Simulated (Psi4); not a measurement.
**B2PLYP/def2-SVPD (density fitting for correlation) run of CuPH4 (Cu(PH3)H)**

Aim: the energy change on altering one bond length of CuPH4 (Cu(PH3)H) at B2PLYP/def2-SVPD (density fitting for correlation), from 2 runs. 

Program for the calculation: Psi4 1.11.

## Step 1: Starting point

CuPH4: 6 atoms, total charge 0, spin state singlet. SMILES: `[H][Cu]<-[PH3]`. The shape comes from GFN2-xTB, which is rough for such elements, and wasn't checked as a minimum.

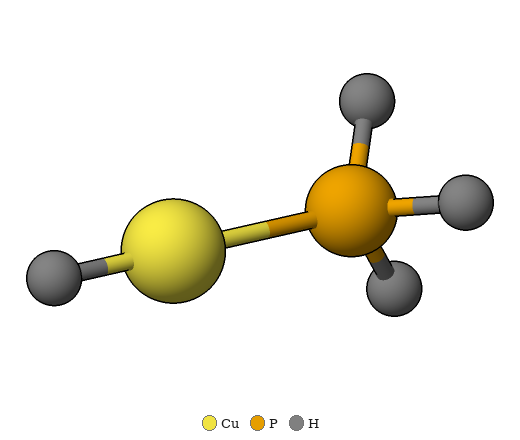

The structure, seen from a chosen angle (copper yellow, phosphorus amber, hydrogen grey).

## Step 2: A single-point energy at B2PLYP/def2-SVPD (density fitting for correlation)

cuh4p.xyz

```xyz
6
CuH4P
Cu     0.002430     0.011570    -1.604250
P      0.002060     0.001380     0.629190
H      0.764920    -0.902690     1.347910
H     -1.158390    -0.223770     1.349940
H      0.391290     1.101950     1.370540
H     -0.002310     0.011560    -3.093330
```

calc.py

```python
import psi4

psi4.set_memory(1600000000)
psi4.set_num_threads(1)
psi4.set_output_file('psi4.out', False)

with open('cuh4p.xyz') as f:
    atoms = ''.join(f.readlines()[2:])
molecule = psi4.geometry('0 1\n' + atoms + 'symmetry c1')

psi4.set_options({
    'puream': True,
    'e_convergence': 1e-09,
    'd_convergence': 1e-08,
    'scf_type': 'pk',
    'dft_radial_points': 99,
    'dft_spherical_points': 590,
    'num_frozen_docc': 10,
})

e_tot = psi4.energy("b2plyp/def2-SVPD")
print(f'b2plyp/def2-SVPD energy: {e_tot:.10f} Eh')
```

Launch:

```sh
$ python calc.py
```

psi4.out:

```text
[...]
  Running in c1 symmetry.
[...]
  Nuclear repulsion =  148.284566554973424
[...]
  Multiplicity = 1
[...]
  Nalpha       = 24
  Nbeta        = 24
[...]
    Number of basis functions: 90
[...]
   @RKS iter   1: -1980.93570979719175   -6.11444e-01   2.45133e-02 DIIS/ADIIS
[...]
   @RKS iter  13: -1983.27846403510216   -1.36424e-12   1.85379e-09 DIIS
[...]
    Orbital Energies [Eh]
    ---------------------
    Doubly Occupied:
       1A   -325.452062     2A    -78.313895     3A    -39.674299
       4A    -34.723152     5A    -34.720543     6A    -34.720535
       7A     -6.999330     8A     -5.054545     9A     -5.054543
      10A     -5.051895    11A     -4.594749    12A     -3.017765
      13A     -3.008637    14A     -3.008624    15A     -0.797308
      16A     -0.500921    17A     -0.500569    18A     -0.450893
      19A     -0.362083    20A     -0.362079    21A     -0.360773
      22A     -0.360773    23A     -0.345491    24A     -0.256774
[...]
  @RKS Final Energy: -1983.27846403510216
   => Energetics <=
    Nuclear Repulsion Energy =            148.2845665549734235
    One-Electron Energy =               -3056.7229118776631367
    Two-Electron Energy =                 968.9437875931408826
    DFT Exchange-Correlation Energy =     -43.7839063055534723
    Empirical Dispersion Energy =           0.0000000000000000
    VV10 Nonlocal Energy =                  0.0000000000000000
    Total Energy =                      -1983.2784640351023882
[...]
 Multipole Moments:
 ------------------------------------------------------------------------------------
     Multipole            Electronic (a.u.)      Nuclear  (a.u.)        Total (a.u.)
 ------------------------------------------------------------------------------------
 L = 1.  Multiply by 2.5417464519 to convert [e a0] to [Debye]
 Dipole X            :          0.0172792           -0.0134622            0.0038170
 Dipole Y            :          0.0477557           -0.0531562           -0.0054005
 Dipole Z            :         -3.8985475            6.3051960            2.4066485
 Magnitude           :                                                    2.4066576
[...]
```

On the terminal:

```text
b2plyp/def2-SVPD energy: -1983.4733664306 Eh
```

Run time: 9.6 s. Hardware: 1 thread of Intel Xeon 6975P-C (Granite Rapids), shared host; peak memory 0.71 GiB.

## Step 3: The distorted shape

input.dat

```
memory 1600 mb

molecule {
  0 1
  Cu     0.930803     0.191692    -2.180858
  P      0.930433     0.181502     0.052582
  H      1.693293    -0.722568     0.771302
  H     -1.158390    -0.223770     1.349940
  H      1.319663     1.282072     0.793932
  H      0.926063     0.191682    -3.669938
  units angstrom
  symmetry c1
  no_reorient
  no_com
}

set basis def2-SVPD
set reference rks
set puream true
set e_convergence 1e-09
set d_convergence 1e-08
set scf_type pk
set dft_radial_points 99
set dft_spherical_points 590
set num_frozen_docc 10

result, w = energy('b2plyp', return_wfn=True)
print_variables()
```

Launch:

```sh
$ psi4 input.dat output.dat -n 1
```

output.dat:

```text
[...]
  Running in c1 symmetry.
[...]
  Nuclear repulsion =  144.457909252757418
[...]
  Multiplicity = 1
[...]
  Nalpha       = 24
  Nbeta        = 24
[...]
    Number of basis functions: 90
[...]
   @RKS iter   1: -1980.50902679687806   -4.67075e-01   2.50375e-02 DIIS/ADIIS
[...]
   @RKS iter  16: -1983.15041122799448   -4.32010e-12   5.48435e-09 DIIS
[...]
    Orbital Energies [Eh]
    ---------------------
    Doubly Occupied:
       1A   -325.465440     2A    -78.350274     3A    -39.687614
       4A    -34.736646     5A    -34.734123     6A    -34.733399
       7A     -7.029914     8A     -5.085743     9A     -5.084121
      10A     -5.081931    11A     -4.607947    12A     -3.031295
      13A     -3.021930    14A     -3.021143    15A     -0.777249
      16A     -0.509794    17A     -0.467381    18A     -0.390286
      19A     -0.375243    20A     -0.373491    21A     -0.373452
      22A     -0.365180    23A     -0.336185    24A     -0.266672
[...]
  @RKS Final Energy: -1983.15041122799448
   => Energetics <=
    Nuclear Repulsion Energy =            144.4579092527574176
    One-Electron Energy =               -3048.4411933274068360
    Two-Electron Energy =                 964.5353556267330077
    DFT Exchange-Correlation Energy =     -43.7024827800779931
    Empirical Dispersion Energy =           0.0000000000000000
    VV10 Nonlocal Energy =                  0.0000000000000000
    Total Energy =                      -1983.1504112279944820
[...]
 Multipole Moments:
 ------------------------------------------------------------------------------------
     Multipole            Electronic (a.u.)      Nuclear  (a.u.)        Total (a.u.)
 ------------------------------------------------------------------------------------
 L = 1.  Multiply by 2.5417464519 to convert [e a0] to [Debye]
 Dipole X            :        -82.3749967           82.6385001            0.2635034
 Dipole Y            :        -16.6016594           16.6466239            0.0449645
 Dipole Z            :        121.5360723         -119.4513194            2.0847529
 Magnitude           :                                                    2.1018208
[...]
```

Wall time 11 s (1 thread of Intel Xeon 6975P-C (Granite Rapids), shared host); peak memory 0.71 GiB.

## Step 4: Results

Level: B2PLYP/def2-SVPD (density fitting for correlation), 10 core orbitals frozen.

| quantity | value |
| --- | --- |
| first shape: total energy | -1983.47337 Eh |
| first shape: HOMO energy (SCF part's orbitals) | -6.99 eV |
| first shape: LUMO energy (SCF part's orbitals) | 0.28 eV |
| first shape: HOMO–LUMO gap (SCF part's orbitals) | 7.27 eV |
| distorted shape: total energy | -1983.35513 Eh |
| distorted shape: HOMO energy (SCF part's orbitals) | -7.26 eV |
| distorted shape: LUMO energy (SCF part's orbitals) | -3.23 eV |
| distorted shape: HOMO–LUMO gap (SCF part's orbitals) | 4.02 eV |
| energy change with the P2–H4 bond stretched from 1.384 to 2.492 Å | 3.217 eV |

**Reading.** With the P2–H4 bond stretched from 1.384 to 2.492 Å the energy rises by 3.22 eV (74 kcal/mol). The first shape isn't relaxed at this level, so the change isn't measured from a minimum. A restricted reference can't describe the breaking bond well at this length.
